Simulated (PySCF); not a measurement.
Potential energy surface of CH5, doublet: collinear hydrogen abstraction from CH4 by H. Scanned: breaking C-H distance and forming H-H distance. Other coordinates (H-C-H angle to the leaving hydrogen, spectator C-H length) were minimised at B3LYP/def2-SVP.

Cartesian coordinates as functions of the variables (Å; names that start with a are angles):
```
C  0  0  0
H  0  0  r1
H  0  0  r1+r2
H  r*sin(a)*cos(0*2*pi/3+0)  r*sin(a)*sin(0*2*pi/3+0)  0+r*cos(a)
H  r*sin(a)*cos(1*2*pi/3+0)  r*sin(a)*sin(1*2*pi/3+0)  0+r*cos(a)
H  r*sin(a)*cos(2*2*pi/3+0)  r*sin(a)*sin(2*2*pi/3+0)  0+r*cos(a)
```

Calculation: unrestricted M06-2X/cc-pVDZ (PySCF 2.14.0).

Energy in kJ/mol above the lowest grid point; x is the breaking C-H distance (Å), y the forming H-H distance (Å).

```csv
y \ x,0.98,1.09,1.18,1.28,1.38,1.53,1.69,1.91,2.18,2.51
2.22,28.8,0.0,9.3,38.6,78.4,145.9,218.3,308.1,381.6,419.1
1.85,35.0,5.1,13.5,41.7,80.3,145.4,214.1,295.0,354.0,387.2
1.55,46.8,14.1,19.7,44.5,79.3,137.5,196.3,257.6,296.6,319.5
1.35,60.7,23.7,25.5,45.6,75.0,123.0,167.8,207.9,229.4,240.4
1.20,77.5,35.3,32.4,46.5,68.8,104.1,134.8,156.4,166.3,170.9
1.08,98.1,49.8,41.3,48.2,62.3,85.0,102.4,110.8,113.7,114.6
0.98,123.6,68.4,53.4,52.2,58.0,69.0,74.7,74.6,72.3,70.6
0.89,156.7,93.5,71.0,61.1,58.8,58.2,54.8,47.8,41.2,37.5
0.81,198.8,126.4,96.0,77.9,67.7,56.9,46.2,33.4,23.4,18.1
0.74,249.8,168.2,130.4,104.5,87.0,67.7,51.1,33.6,20.9,14.6
0.67,320.7,229.1,183.3,149.0,124.3,97.0,74.7,52.8,37.9,30.7
```

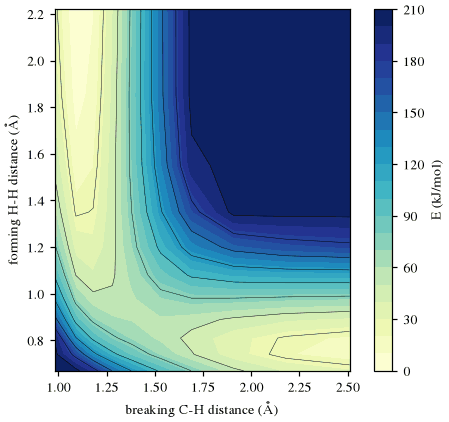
*Energy surface, cut off at 205 kJ/mol.*

Points that lie below all their neighbours on the grid: x = 1.09, y = 2.22 on the edge of the grid (0.0 kJ/mol); x = 2.51, y = 0.74 on the edge of the grid (14.6 kJ/mol). The lowest path on the grid from the first to the second passes x = 1.53, y = 0.89 at 58.2 kJ/mol.
